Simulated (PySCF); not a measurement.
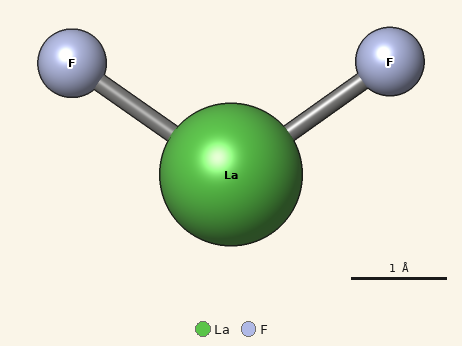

**Figure 1.** The input geometry (ball-and-stick view, seen on its broad side). Sticks mark near contacts. Bond lengths as drawn: F–La 2.05 Å.

**Frequency calculation, with input and output: LaF₂ (charge +1)**

The run: frequency calculation of LaF₂, charge +1. Method and program: RKS-based PBE0, La def2-TZVP with ECP46, F def2-TZVP; non-relativistic Hamiltonian with a scalar-relativistic core potential; density fitting (PySCF 2.14.0).

Input:
```python
from pyscf import gto, scf, dft
mol = gto.M(atom='''
La     0.000000    -0.256800     0.000000
F      0.000000     0.928391     1.675669
F      0.000000     0.928391    -1.675669''',
    basis={'La': 'def2-TZVP', 'F': 'def2-TZVP'},
    ecp={'La': 'def2-TZVP'},
    charge=1, spin=0)
mf = dft.RKS(mol, xc='PBE0')
mf.grids.atom_grid = (75, 302)
mf.grids.prune = None
aux = {'La': 'def2-universal-JKFIT', 'F': 'def2-universal-JKFIT'}
mf = mf.density_fit(auxbasis=aux)
mf.conv_tol = 1e-09
mf.diis_space = 10
mf.max_cycle = 60
mf.verbose = 4
mf.kernel()
```

The script is an equivalent of the set-up of the self-consistent field. The run itself was carried out by a driver, which started from the orbitals of the step before it where there was one and computed the further properties.

Run on 2 threads of Intel Xeon (Granite Rapids), 64 GiB of memory available, shared host.

Run as:
```bash
OMP_NUM_THREADS=2 python axn.py task.json out
```

The program's output:
```
init E= -231.080564011544
  HOMO = -0.577051320615002  LUMO = -0.270889610159225  gap/eV = 8.33108
cycle= 1 E= -231.080564011544  delta_E= -1.71e-13  |g|= 9.99e-07  |ddm|= 7.52e-07
  HOMO = -0.57705102535822  LUMO = -0.270889664227168  gap/eV = 8.33107
Extra cycle  E= -231.080564011543  delta_E= 5.12e-13  |g|= 2.01e-06  |ddm|= 1.36e-06
converged SCF energy = -231.080564011543
```

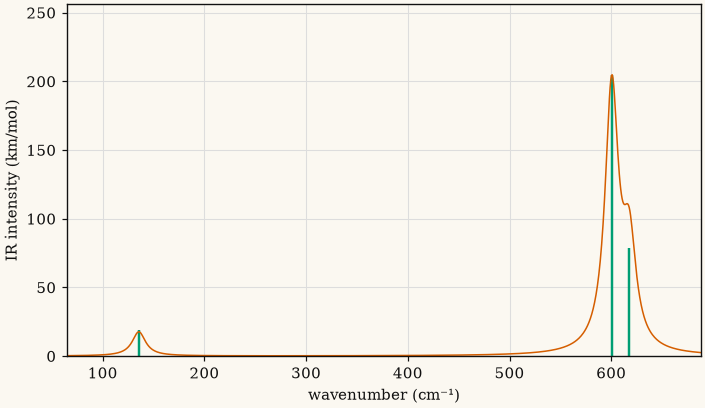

**Figure 2.** Harmonic infrared spectrum, unscaled: sticks (degenerate modes added up, dark ones marked on the axis) with a Lorentzian envelope of 16 cm⁻¹ full width, scaled to the tallest stick. 3 modes from 136 to 618 cm⁻¹, none imaginary. The strongest line is at 600 cm⁻¹ (205 km/mol). All modes, in cm⁻¹ (km/mol): 136 (18.8), 600 (205), 618 (79).

Key numbers:

```csv
quantity,value
outcome,converged
total energy,−231.080564 hartree
HOMO,−15.70 eV
LUMO,−7.37 eV
zero-point energy,0.003084 hartree
"wavenumbers, lowest and highest",136 and 618 cm⁻¹
wall time,40 s (CPU time 76 s)
peak memory,1.3 GiB
```
